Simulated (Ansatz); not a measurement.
H15Sn9 (charge +1)

The calculation's input:

```
crystal:
  periodic: [false, false, false]
  atoms:
    - {symbol: Sn, position_ang: [0.224769, -3.189375, 0.151556]}
    - {symbol: Sn, position_ang: [0.122283, 0.111332, -3.255769]}
    - {symbol: Sn, position_ang: [-3.127244, 0.054206, 0.037144]}
    - {symbol: Sn, position_ang: [0.107557, -0.003933, 3.527580]}
    - {symbol: Sn, position_ang: [0.299724, 3.403308, 0.097106]}
    - {symbol: Sn, position_ang: [-1.352211, -1.555854, -1.523526]}
    - {symbol: Sn, position_ang: [1.783889, -1.625308, 1.893876]}
    - {symbol: Sn, position_ang: [1.762526, 1.882960, -1.812467]}
    - {symbol: Sn, position_ang: [-1.200811, 1.475939, 1.516454]}
    - {symbol: H, position_ang: [1.278556, -4.129706, -0.843311]}
    - {symbol: H, position_ang: [-0.789703, -4.219353, 1.096141]}
    - {symbol: H, position_ang: [1.143687, -0.897769, -4.217633]}
    - {symbol: H, position_ang: [-0.952244, 1.015018, -4.260725]}
    - {symbol: H, position_ang: [-4.113839, -0.863290, 1.116998]}
    - {symbol: H, position_ang: [-4.063344, 1.146227, -0.917712]}
    - {symbol: H, position_ang: [-1.077868, -0.919678, 4.384983]}
    - {symbol: H, position_ang: [0.957644, 1.078304, 4.568532]}
    - {symbol: H, position_ang: [-0.825954, 4.464998, -0.670032]}
    - {symbol: H, position_ang: [1.286669, 4.253443, 1.230532]}
    - {symbol: H, position_ang: [-2.475247, -2.539437, -2.413825]}
    - {symbol: H, position_ang: [2.721133, -2.557107, 3.008597]}
    - {symbol: H, position_ang: [2.815902, -0.529764, 1.040468]}
    - {symbol: H, position_ang: [2.477157, 3.092498, -2.822056]}
    - {symbol: H, position_ang: [2.996988, 1.052342, -0.932899]}
basis:
  gaussian: {orbitals: def2-TZVP, fitting: {mean_field: def2-universal-jkfit}, initial_orbitals: start.molden}
total_charge: 1
hamiltonian: {xc: pbe0, dispersion: d4}
scf: {omitted_lower_state_checks: [starts]}
output: {orbitals: {seedname: orbitals}}
```

Run with:

```sh
ansatz run in.yaml --threads 2 --pin off --events-out ev --progress --plain --max-ram 32768MiB --backend cuda --devices 0, --max-vram 18GiB
```

Geometry: PBE-D4/def2-SVP; core potentials replace the inner electrons of Sn.

Level of theory: RKS PBE0-D4/def2-TZVP (Ansatz).

**What will maps of the electron density and electron localisation function show?**

Sn–Sn (2.82 Å): the density is about 0.38 e/Å³ at the midpoint; the ELF peaks at about 0.75 between the atoms (localised, covalent bonding).
Sn–H (1.73 Å): ρ is about 1.1 e/Å³ halfway; the ELF climbs to about 1 towards the hydrogen.

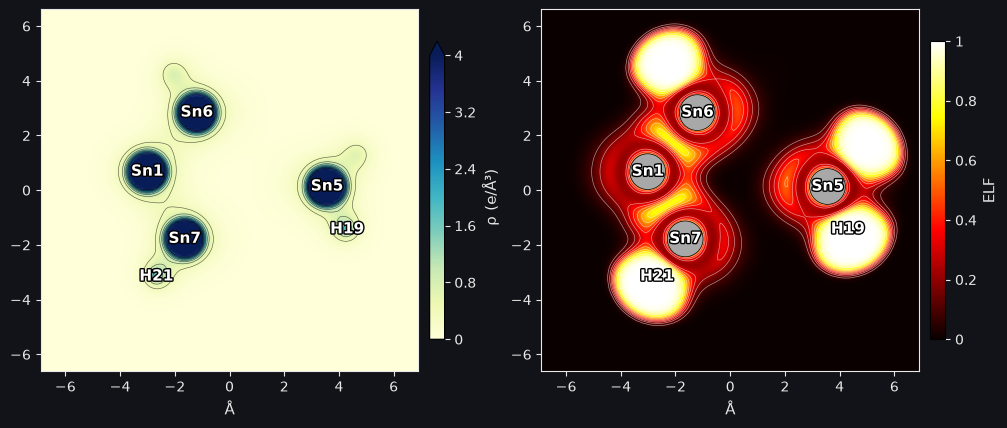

Computed electron density and electron localisation function on the plane of atoms Sn1, Sn7 and H21, in this order. Grey discs cover the atomic cores in the ELF map. 
